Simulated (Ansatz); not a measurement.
A series of calculations on BH₃OClF

### Relaxation

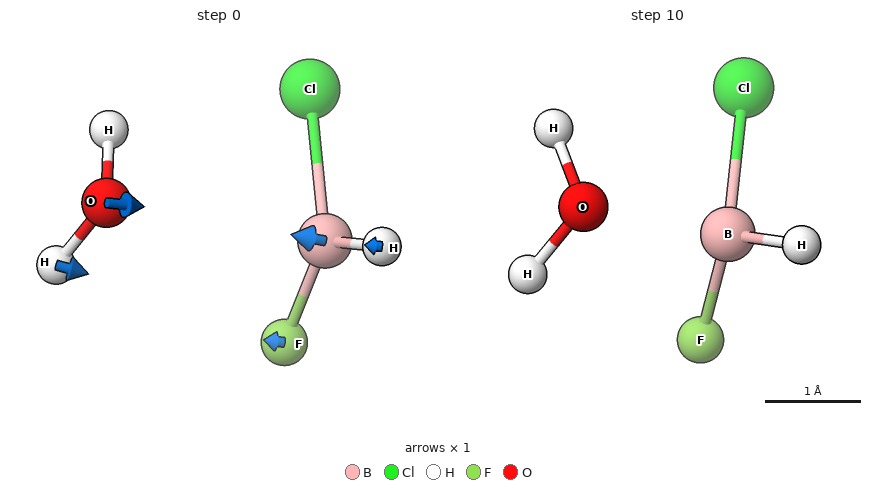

The structure of BH₃OClF before (left) and after (right) a relaxation, at one scale. The blue arrows give the displacements, at their true length.

The picture is a ball-and-stick view, seen at a tilt.

The run prepares an end point of a later path (reaction) calculation, from a guessed geometry.

Level of theory: RKS B3LYP-D4/def2-SVP in Ansatz 0.2.0.

Input file:
```yaml
crystal:
  periodic: [false, false, false]
  atoms:
    - { symbol: B, position_ang: [0.037077, 0.335229, 0.074061] }
    - { symbol: Cl, position_ang: [-0.067742, 0.632477, 1.875509] }
    - { symbol: H, position_ang: [1.090263, 0.400999, -0.482236] }
    - { symbol: F, position_ang: [-1.098647, 0.214202, -0.574844] }
    - { symbol: O, position_ang: [0.206399, -2.220792, 0.50834] }
    - { symbol: H, position_ang: [-0.670473, -2.492781, 0.200271] }
    - { symbol: H, position_ang: [0.040022, -1.898934, 1.424599] }
basis:
  gaussian: { orbitals: def2-SVP }
hamiltonian:
  xc: b3lyp
  dispersion: d4
relax:
  f_tol: 0.03
  max_steps: 50
```

Launched with:
```bash
ansatz run input.yaml --threads 1 --pin off --max-ram 2048MiB --backend cpu --events-out ev --progress --plain --runs-dir out
```

What changed between the two?

The largest move after the best rigid fit is that of O5, 0.47 Å. Largest moves by element: O 0.47 Å, B 0.41 Å, H 0.37 Å, F 0.24 Å, Cl 0.06 Å. Some distances before and after: B1–O5 2.598 → 1.723 Å, B1–F4 1.314 → 1.360 Å, B1–Cl2 1.829 → 1.847 Å, B1–H3 1.193 → 1.203 Å. Among the angles between lasting bonds that change: H3–B1–F4 122.5° → 117.8°, Cl2–B1–H3 120.1° → 115.6°, H6–O5–H7 103.6° → 106.6°. The energy falls by 28.0 kJ/mol in 9 accepted moves (10 points after the start). Largest force component: 0.95 eV/Å at the start, 0.0079 eV/Å at the end. The line search rejected the trial step at point 9 of the run. Cost: 32 s on 1 thread of Arm Neoverse V2, on a shared host, peak memory 0.16 GiB.

Limits of the set-up: the start holds two separate molecules, 2.6 Å apart at their closest, whose relative position is a soft coordinate.

### Relaxation

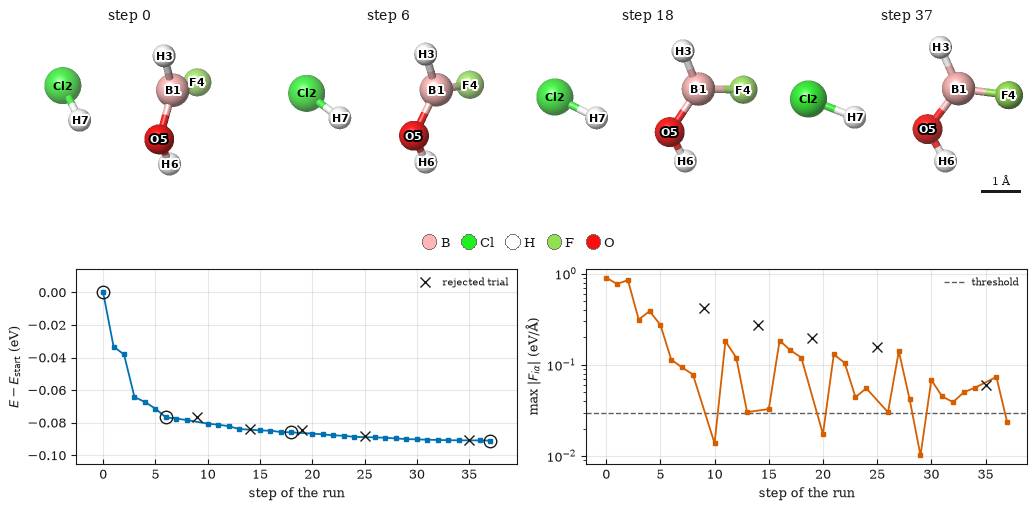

Frames of a relaxation of BH3OClF, marked on the history of the run. The picture is a ball-and-stick view, seen at a tilt.

The run prepares an end point of a later path (reaction) calculation, from a guessed geometry.

These are results of RKS B3LYP-D4/def2-SVP in Ansatz, not measurements.

Input
```yaml
crystal:
  periodic: [false, false, false]
  atoms:
    - { symbol: B, position_ang: [0.046542, -0.423992, -0.398354] }
    - { symbol: Cl, position_ang: [-0.147739, 0.073823, 2.620363] }
    - { symbol: H, position_ang: [1.043232, 0.237923, -0.459093] }
    - { symbol: F, position_ang: [-1.131749, 0.06839, -0.7594] }
    - { symbol: O, position_ang: [0.136122, -1.746437, -0.01309] }
    - { symbol: H, position_ang: [-0.725793, -2.188624, -0.040432] }
    - { symbol: H, position_ang: [0.316285, -1.050683, 2.075706] }
basis:
  gaussian: { orbitals: def2-SVP }
hamiltonian:
  xc: b3lyp
  dispersion: d4
relax:
  f_tol: 0.03
  max_steps: 50
```

Run as
```bash
ansatz run input.yaml --threads 1 --pin off --max-ram 2048MiB --backend cpu --events-out ev --progress --plain --runs-dir out
```

### What happens along the run?

After 32 accepted moves (37 points after the start) the energy has fallen by 0.091 eV. Largest force component: 0.91 eV/Å at the start, 0.023 eV/Å at the end. The line search rejected the trial steps at points 9, 14, 19, 25, 35 of the run. The forces were under the threshold at step 10, but the run went on from there. The largest move after the best rigid fit is that of F4, 1.43 Å. By element the largest moves are F 1.43 Å, Cl 1.09 Å, O 0.74 Å, H 0.67 Å, B 0.25 Å. Some distances before and after: Cl2–H7 1.333 → 1.300 Å, B1–O5 1.380 → 1.355 Å. Among the angles between lasting bonds that change: B1–O5–H6 111.8° → 114.2°. Cost: 99 s on 1 thread of Arm Neoverse V2 (shared host), peak memory 0.16 GiB. From step 0 to 6: Cl2 moves most (0.45 Å), energy −0.077 eV. From step 6 to 18: F4 moves most (0.52 Å), energy −0.009 eV. From step 18 to 37: F4 moves most (0.57 Å), energy −0.005 eV.

```tsv
step	E − E(0), eV	largest force component, eV/Å	note
0	0.0000	0.9071	
1	-0.0332	0.7696	
2	-0.0381	0.8515	
3	-0.0642	0.3140	
4	-0.0672	0.3882	
5	-0.0714	0.2748	
6	-0.0766	0.1142	
7	-0.0774	0.0936	
8	-0.0783	0.0784	
9	-0.0762	0.4230	rejected
10	-0.0805	0.0138	
11	-0.0812	0.1814	
13	-0.0838	0.0303	
14	-0.0835	0.2743	rejected
16	-0.0849	0.1846	
17	-0.0857	0.1444	
19	-0.0842	0.1995	rejected
20	-0.0866	0.0174	
21	-0.0871	0.1301	
23	-0.0880	0.0443	
24	-0.0886	0.0553	
26	-0.0890	0.0302	
27	-0.0892	0.1411	
28	-0.0896	0.0418	
30	-0.0902	0.0683	
31	-0.0904	0.0450	
33	-0.0907	0.0501	
34	-0.0908	0.0559	
36	-0.0908	0.0737	
37	-0.0909	0.0234
```

Limits of the set-up: the start holds two separate molecules, 2.2 Å apart at their closest, whose relative position is a soft coordinate.

### Path

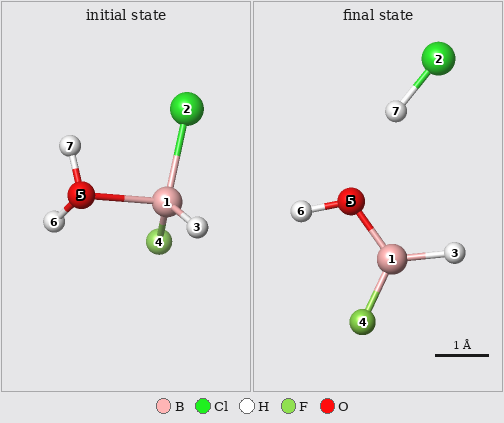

The two relaxed end points of a path for BH3OClF. Style: ball-and-stick. Shown face on.

These are results of RKS B3LYP-D4/def2-SVP in Ansatz 0.2.0, not measurements.

Settings: 7 movable images; climbing image; force threshold 0.03 eV/Å; iteration limit 60.

Start:
```xyz
7

B     0.0503   -0.0658    0.1557
Cl   -0.0509    0.5797    1.8830
H     1.0583    0.2067   -0.4425
F    -1.1248   -0.0184   -0.5268
O     0.1712   -1.7559    0.4653
H    -0.6204   -2.1516    0.0591
H     0.0533   -1.8243    1.4319
```

End:
```xyz
7

B    -0.1415   -0.3757   -0.6078
Cl    0.7212   -0.3834    3.2492
H     0.4441    0.6371   -0.3453
F    -0.6110   -0.5946   -1.8308
O    -0.3277   -1.3111    0.3540
H    -0.8118   -2.0965    0.0565
H     0.2635   -0.9054    2.1499
```

**What barrier does the band find between them, and by what path?**

The highest point, image 2, lies 0.62 eV above the start and 0.93 eV above the end; the end is at −0.32 eV relative to the start. Breaking: B1–Cl2 (1.85 → 2.27 at the top → 3.95 Å), O5–H7 (0.98 → 1.22 at the top → 1.93 Å). Forming: Cl2–H7 (2.45 → 1.57 at the top → 1.30 Å). The band converged in 15 iterations. The largest component of the band force went from 9.6 to 0.015 eV/Å. The climbing image converged on the top of the path. Its vibrational analysis gives one imaginary mode (1029i cm⁻¹), as a transition state must have.

Energies of the converged images:

| image | path (Å) | E (eV) |
| --- | --- | --- |
| 0 | 0.00 | 0.000 |
| 1 | 0.44 | 0.170 |
| 2 | 0.88 | 0.618 |
| 3 | 1.40 | -0.033 |
| 4 | 1.92 | -0.275 |
| 5 | 2.44 | -0.303 |
| 6 | 2.96 | -0.310 |
| 7 | 3.48 | -0.314 |
| 8 | 4.00 | -0.316 |

The geometry at the top of the path:

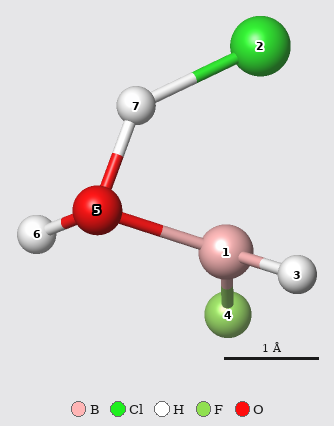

Cost: 3.9 min on 1 thread of Arm Neoverse V2, with other jobs on the host, peak memory 0.16 GiB.
